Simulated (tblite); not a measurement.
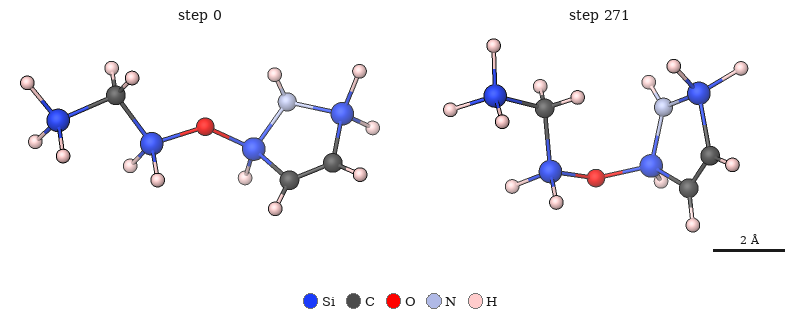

The structure of C₃H₁₃NOSi₄ before (left) and after (right) a relaxation, at one scale.

A ball-and-stick model, seen at a tilt.

The calculation used GFN2-xTB geometry optimisation, gas phase (tblite). 

What changed between the two?

Answer. An H atom moves most after the best rigid fit: 2.77 Å. By element the largest moves are H 2.77 Å, O 1.75 Å, Si 1.67 Å, C 1.01 Å, N 0.73 Å. Near-neighbour distances that change, for instance: C–Si 1.830 → 1.896 Å, C–Si 1.850 → 1.893 Å, O–Si 1.662 → 1.628 Å, H–Si 1.493 → 1.465 Å. Bond angles that change, for instance: Si–N–H 105.7° → 121.1°, Si–N–H 106.6° → 121.3°, Si–N–Si 105.5° → 117.5°. Groups turn about O–Si by about 140°, O–Si by about 135°. After 271 geometry steps the energy has fallen by 14.7 kcal/mol. Cost: 6.2 s on 1 thread of Arm Neoverse N1 (shared host).
